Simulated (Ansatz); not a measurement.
**H₂Cl radical (built from SMILES Cl.[H]): one structure at several levels**

A test off equilibrium: a displaced guess of a reacting structure is computed at several levels, and each is set against CCSD(T).

Computed with Ansatz 0.2.0, Gaussian basis. Level: single points in def2-TZVPP.

Correlated methods freeze the cores. Orbitals are unrestricted.

## (1) The starting structure

3 atoms, charge 0, spin multiplicity 2.

Atoms are counted from 1 here; the program's logs count them from 0.

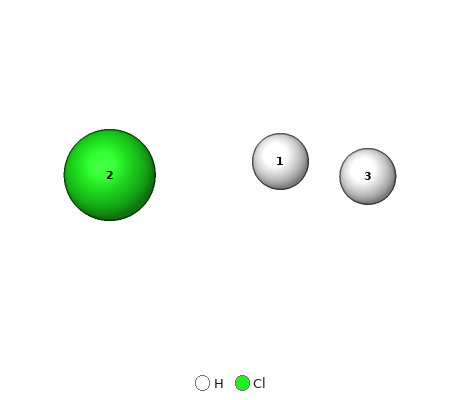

The starting geometry (hydrogen white, chlorine green); atoms are numbered from 1 in the order of the file.

Coordinates:

```xyz
3
charge 0, multiplicity 2
H    -0.2889   -0.0548   -0.0198
Cl    1.4186   -0.3015   -0.5435
H    -1.1213    0.2960    0.2148
```

## (2) CCSD(T)/def2-TZVPP

Input file run/in.yaml:

```yaml
crystal:
  periodic: [false, false, false]
  atoms:
    - {symbol: H, position_ang: [-0.288900, -0.054800, -0.019800]}
    - {symbol: Cl, position_ang: [1.418600, -0.301500, -0.543500]}
    - {symbol: H, position_ang: [-1.121300, 0.296000, 0.214800]}
basis:
  gaussian: {orbitals: def2-TZVPP}
magnetization: {spin_polarized: true, initial_magnetization: 1}
correlation: {method: ccsd_t}
scf: {omitted_lower_state_checks: [cluster_reference]}
output: {forces: true}
```

No record of the launch command was kept for these runs.

## (3) PBE0-D4/def2-TZVPP

run/in.yaml: that of step 2 with these lines changed.

```diff
@@ -9,4 +9,3 @@
 magnetization: {spin_polarized: true, initial_magnetization: 1}
-correlation: {method: ccsd_t}
-scf: {omitted_lower_state_checks: [cluster_reference]}
-output: {forces: true}
+hamiltonian: {xc: pbe0, dispersion: d4}
+output: {forces: true, orbitals: {seedname: orbitals}}
```

## (4) wB97M-V/def2-TZVPP

run/in.yaml: that of step 3 with these lines changed.

```diff
@@ -9,3 +9,3 @@
 magnetization: {spin_polarized: true, initial_magnetization: 1}
-hamiltonian: {xc: pbe0, dispersion: d4}
-output: {forces: true, orbitals: {seedname: orbitals}}
+hamiltonian: {xc: {name: wB97M-V}}
+output: {forces: true}
```

## (5) r2SCAN-D4/def2-TZVPP

run/in.yaml: that of step 4 with these lines changed.

```diff
@@ -9,3 +9,3 @@
 magnetization: {spin_polarized: true, initial_magnetization: 1}
-hamiltonian: {xc: {name: wB97M-V}}
+hamiltonian: {xc: r2scan, dispersion: d4}
 output: {forces: true}
```

## (6) PBE-D4/def2-TZVPP

run/in.yaml: that of step 5 with these lines changed.

```diff
@@ -9,3 +9,3 @@
 magnetization: {spin_polarized: true, initial_magnetization: 1}
-hamiltonian: {xc: r2scan, dispersion: d4}
+hamiltonian: {xc: pbe, dispersion: d4}
 output: {forces: true}
```

## (7) revPBE-D4/def2-TZVPP

run/in.yaml: that of step 6 with these lines changed.

```diff
@@ -9,3 +9,3 @@
 magnetization: {spin_polarized: true, initial_magnetization: 1}
-hamiltonian: {xc: pbe, dispersion: d4}
+hamiltonian: {xc: {name: revPBE}, dispersion: d4}
 output: {forces: true}
```

## (8) BHLYP-D4/def2-TZVPP

run/in.yaml: that of step 7 with these lines changed.

```diff
@@ -9,3 +9,3 @@
 magnetization: {spin_polarized: true, initial_magnetization: 1}
-hamiltonian: {xc: {name: revPBE}, dispersion: d4}
+hamiltonian: {xc: {name: BHLYP}, dispersion: d4}
 output: {forces: true}
```

(Steps that only read results are left out.)

**Question.** What will these runs give? Wanted: energy less free atoms, CCSD(T)/def2-TZVPP; RMS force component; RMS force error; HOMO and LUMO, PBE0-D4; T1 diagnostic.

As calculated:

| quantity | value |
| --- | --- |
| energy less free atoms, CCSD(T)/def2-TZVPP | -405.7 kJ/mol |
| RMS force component | 0.812 to 1.232 eV/Å over the methods |
| RMS force error | PBE0-D4 0.317, wB97M-V 0.112, r2SCAN-D4 0.391, PBE-D4 0.494, revPBE-D4 0.459, BHLYP-D4 0.038 eV/Å |
| HOMO and LUMO, PBE0-D4 | -9.19 and -5.73 eV |
| T1 diagnostic | 0.017 |

**Reading.** Against CCSD(T) the functionals' energies less atoms differ by -32.5 to -6.7 kJ/mol, PBE-D4 by -32.5 kJ/mol. CCSD(T) in triple zeta still lacks some correlation energy of the bonds, so part of these gaps is its own basis error and they don't rank the functionals. On forces the order runs from BHLYP-D4 to PBE-D4.
